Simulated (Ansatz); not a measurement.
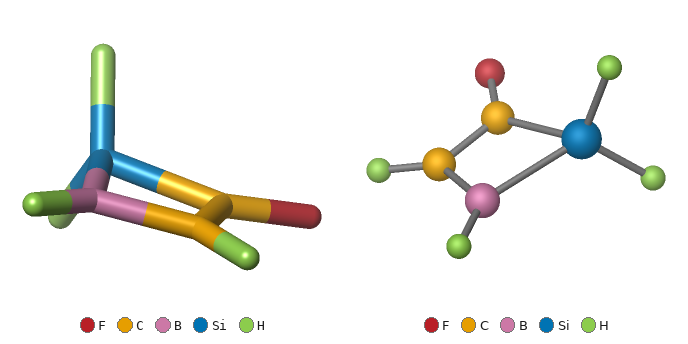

Two views of one molecule.

The geometry was computed by an optimisation with PBE0-D4/def2-TZVP.

Describe the molecule.

It has 9 atoms: 2 carbon, 4 hydrogen, 1 boron, 1 fluorine and 1 silicon (C₂H₄BFSi). As SMILES it reads `FC1=CB[SiH2]1`. Independent rings (smallest set): 1 of 4 members. Among its groups: alkene, C–F bond, Si–H bond, B–H bond. This geometry has Cs symmetry. Coordination, clear cases only: 2 C trigonal planar.

The parts below concern this one geometry. Atoms keep their numbers from picture to picture.

Geometry

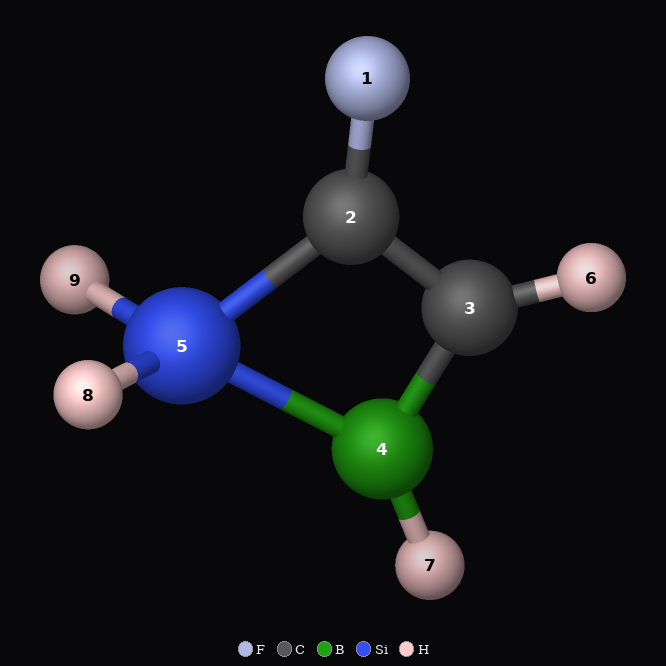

Atoms carry their numbers in the input.

Give the bond lengths.

```csv
bond,length (Å),order
F1–C2,1.321,single
C2–C3,1.360,double
C2–Si5,1.894,single
C3–B4,1.527,single
C3–H6,1.088,single
B4–Si5,2.016,single
B4–H7,1.190,single
Si5–H8,1.489,single
Si5–H9,1.489,single
```

Vibrations

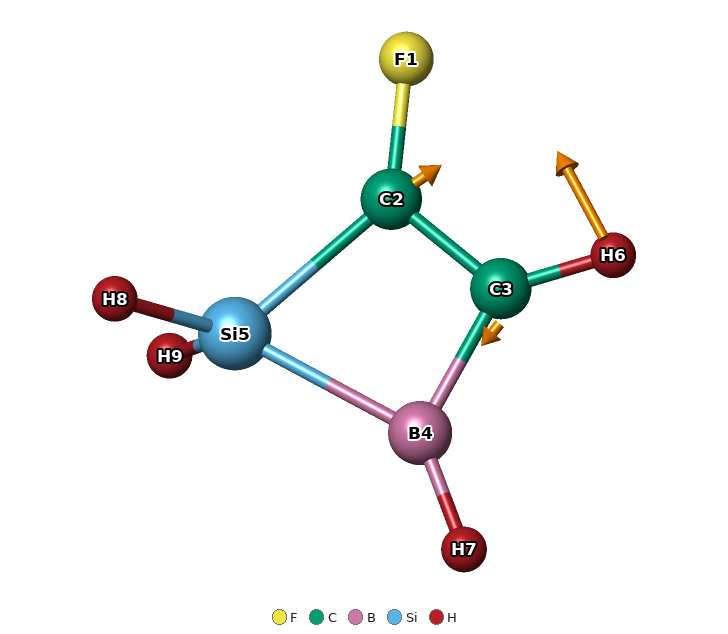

The arrows show one normal mode. Harmonic vibrations computed with RKS PBE0-D4/def2-TZVP (Ansatz 0.2.0) at a stationary point of the same level.

At what wavenumber does it lie?

Answer. 1279 cm⁻¹; it is mode 16 of 21 counted from the lowest.

Electronic properties

Method: RKS B3LYP-D4/def2-TZVPP (Ansatz 0.2.0).

Give the dipole moment at this level.

Answer. 0.41 D.

Estimate the LUMO energy (Kohn–Sham orbital).

Answer. −2.19 eV.

Give the HOMO energy (Kohn–Sham orbital) at this level.

Answer. −7.72 eV.

What is the dispersion correction?

Answer. −30.4 kJ/mol.

Charges

The questions are on Mulliken charges. Level of theory: RKS PBE0-D4/def2-TZVP (Ansatz 0.2.0).

Which atom carries the highest charge (most positive or least negative)?

Answer. C2 (0.16 e).

And the lowest?

Answer. C3 (−0.18 e).

Give the Mulliken charges atom by atom.

| atom | value (e) |
| --- | --- |
| F1 | −0.15 |
| C2 | 0.16 |
| C3 | −0.18 |
| B4 | 0.00 |
| Si5 | 0.04 |
| H6 | 0.13 |
| H7 | 0.04 |
| H8 | −0.01 |
| H9 | −0.01 |

Mulliken values depend strongly on the basis set and can even reverse the polarity of a bond.
